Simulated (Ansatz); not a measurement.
BrFH$_{2}$Si···H$_{4}$OSi

Input

```
crystal:
  periodic: [false, false, false]
  atoms:
    - { symbol: Si, position_ang: [0.0, 0.0, 0.0] }
    - { symbol: O, position_ang: [0.0, 0.0, 2.03] }
    - { symbol: Si, position_ang: [-1.3147, -0.4067, 2.9936] }
    - { symbol: H, position_ang: [-2.239, -1.2403, 2.2304] }
    - { symbol: H, position_ang: [-0.8506, -1.1432, 4.1657] }
    - { symbol: H, position_ang: [-1.9987, 0.8095, 3.4233] }
    - { symbol: F, position_ang: [1.4994, 0.0, -0.5295] }
    - { symbol: H, position_ang: [-0.6877, 1.1914, -0.4862] }
    - { symbol: H, position_ang: [-0.6877, -1.1914, -0.4862] }
    - { symbol: Br, position_ang: [1.3622, -2.0686, 0.823] }
    - { symbol: H, position_ang: [0.6692, -1.0162, 1.9347] }
basis:
  gaussian: { orbitals: def2-SVP }
hamiltonian:
  xc: pbe
  dispersion: d4
relax:
  f_tol: 0.15
  max_steps: 25
  restrain:
    - { distance: [0, 9], at: 2.31, k: 30.0 }
    - { distance: [10, 1], at: 1.01, k: 30.0 }
    - { distance: [0, 1], at: 2.88, k: 30.0 }
    - { distance: [10, 9], at: 2.75, k: 30.0 }
output:
  orbitals: {}
```

Command:

```sh
ansatz run input.yaml --threads 4 --pin off --max-ram 5120MiB --backend cpu --events-out ev --progress --plain --runs-dir out
```

The fields are those of the run's last geometry, not of the input's.

Not at a stationary point (largest force 0.6 eV/Å).

Level of theory: Ansatz, RKS PBE-D4/def2-SVP.

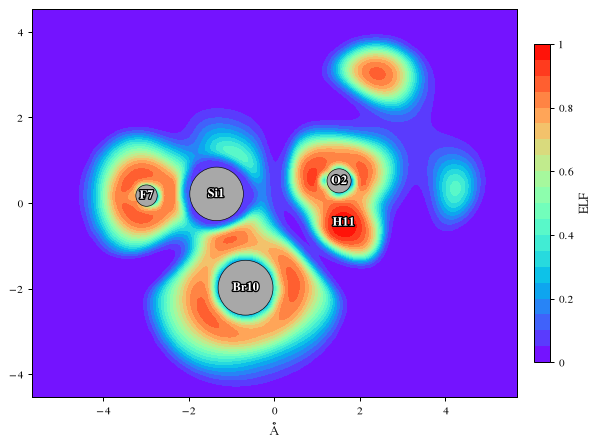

Figure 1. ELF on the plane of atoms F7, Si1 and Br10. Grey discs cover the atomic cores.

> What do the fields say about this system?

Atoms in the plane: Si, O, F, Br and H.
Si1···O2 (2.88 Å): the ELF is about 0.10 at the midpoint.
Si–F (1.64 Å): the ELF peaks at about 0.85 in the valence shell of F, 0.6 Å from its nucleus, and is about 0.35 at the midpoint.
Si–Br (2.29 Å): the ELF peaks at about 0.85 between the atoms: a polar covalent bond.
O–H (0.99 Å): the ELF climbs to about 1 towards the hydrogen, as it does in any bond to H; an ordinary covalent bond to hydrogen.
The ELF also peaks beside Br10 and F7, away from the bonds: lone-pair regions.

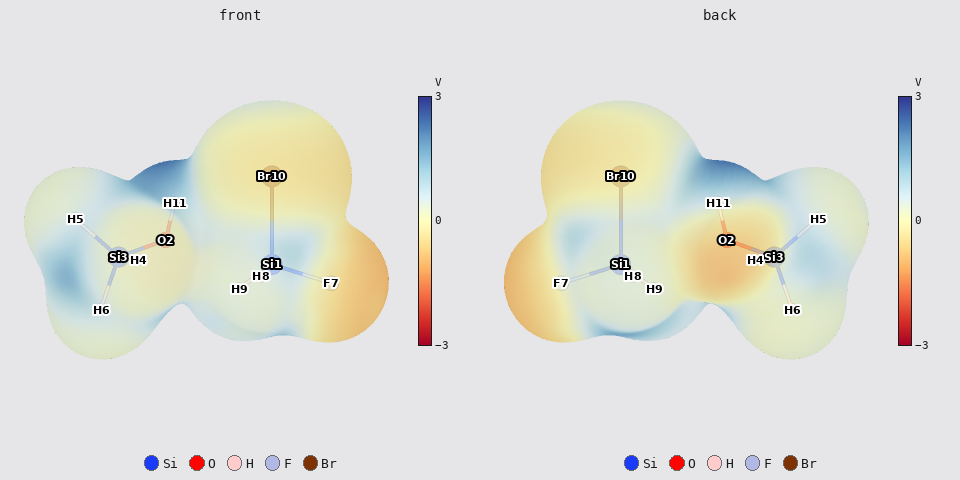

Figure 2. The molecular electrostatic potential painted on the density surface at 0.002 e/bohr³, seen from the front and from behind; red is negative and blue positive.

> Where is the surface potential most negative and most positive?

The most negative region (about −0.9 V) lies over O2 and F7, the most positive (about +2.2 V) over H11. Br10 shows a σ-hole: about +0.4 V at the tip opposite its bond, against about 0.0 V on its flanks.

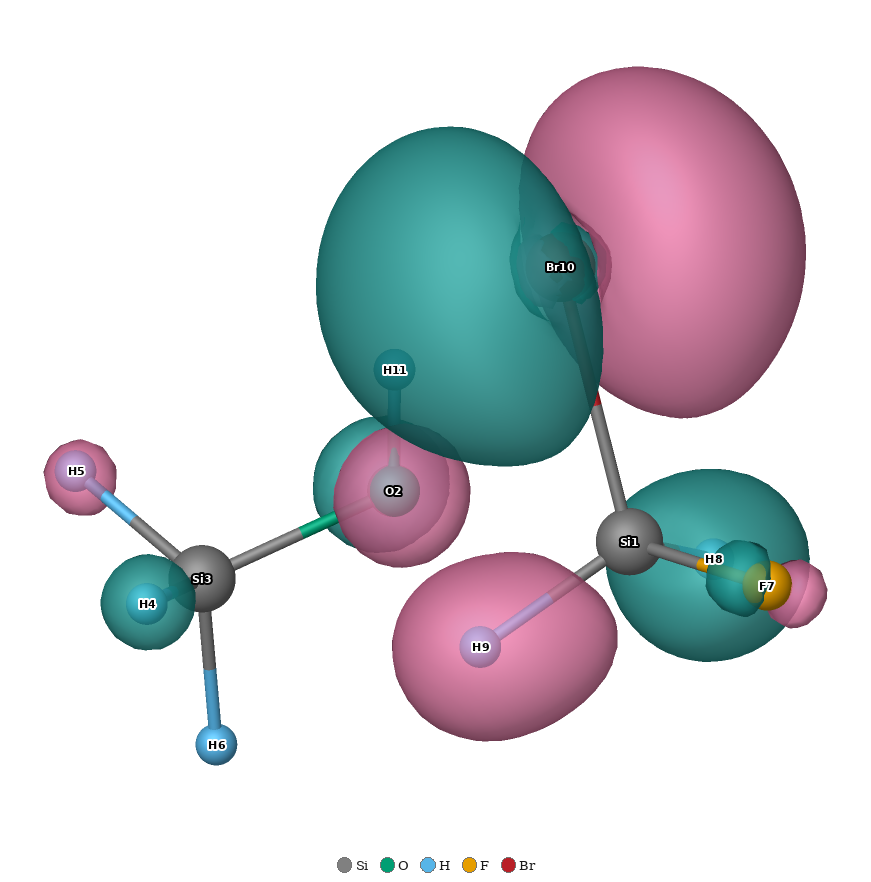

Figure 3. The HOMO at ±0.08 Å⁻³ᐟ² (teal and pink are the two phases), seen at a tilt.

> Describe this orbital and give its energy.

Its weight (Hirshfeld) is mainly on Br10 (about 80 %); largely a lone pair of Br10. Its energy is −7.17 eV.
